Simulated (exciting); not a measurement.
Consider C (Diamond), space group Fd-3m.

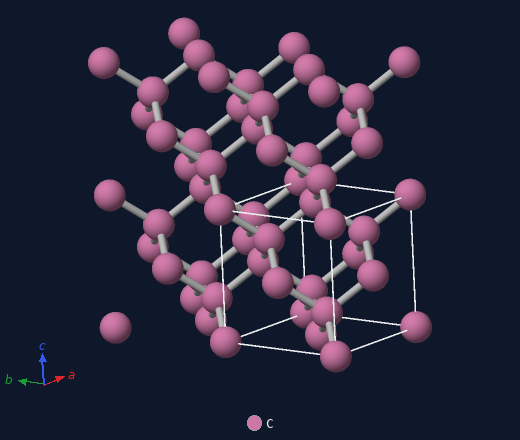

The structure (carbon pink). Bonds to atoms that aren't drawn are left out. 1×2×2 conventional cells are drawn. Some periodic images of atoms are drawn too.

```cif
data_structure
_symmetry_space_group_name_H-M 'P 1'
_symmetry_Int_Tables_number 1
_cell_length_a 2.5221
_cell_length_b 2.5221
_cell_length_c 2.5221
_cell_angle_alpha 60.000
_cell_angle_beta 60.000
_cell_angle_gamma 60.000
_cell_volume 11.34
loop_
_atom_site_label
_atom_site_type_symbol
_atom_site_fract_x
_atom_site_fract_y
_atom_site_fract_z
_atom_site_occupancy
C1 C 0.75000 0.75000 0.75000 1
C2 C 0.50000 0.50000 0.50000 1
```

Absorber: atom 1, with 4 C at 1.54 Å (tetrahedral, site symmetry -43m). Method: exciting, all-electron LAPW+lo, LDA, exchange and screened direct term (singlet BSE), 6×6×6 shifted k points, 8 conduction bands, |G+q| up to 3 bohr⁻¹, full RPA screening with nempty = 25, Lorentzian half width 0.45 eV.

**Question.** Predict the C K near-edge structure at this level.

Bound core exciton? Yes on this mesh: the first bright state (over 5 % of the brightest) lies at -0.54 eV from the Kohn–Sham onset. Maxima (height): -0.2 eV (1.00), 6.8 eV (0.35) and 15.1 eV (0.29).

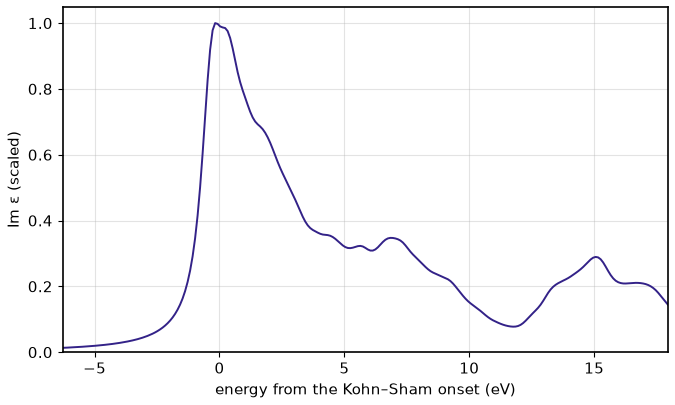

Energy from the Kohn–Sham onset, core level to the lowest empty state found on the meshes used; Im ε in relative units.

A mesh of 216 points doesn't converge binding energies. Exchange and the short-range direct term aren't converged in the kernel cutoff. The zero comes from the unshifted 7×7×7 ground-state mesh; it is exact only where the band minimum lies on that mesh. The structure is a published determination, not relaxed.

[Banner, clock and machine lines of the logs are left out without a mark of their own.]

[Logs are printed without paths, hosts, clocks, repeated set-up lines and the standing remarks that a program may print on its own settings, such as how far it seeks lower states.]

[Hosts, paths, dates, database ids (printed as entryN), source tags and the programs' standing remarks are cut or masked in the printed files.]
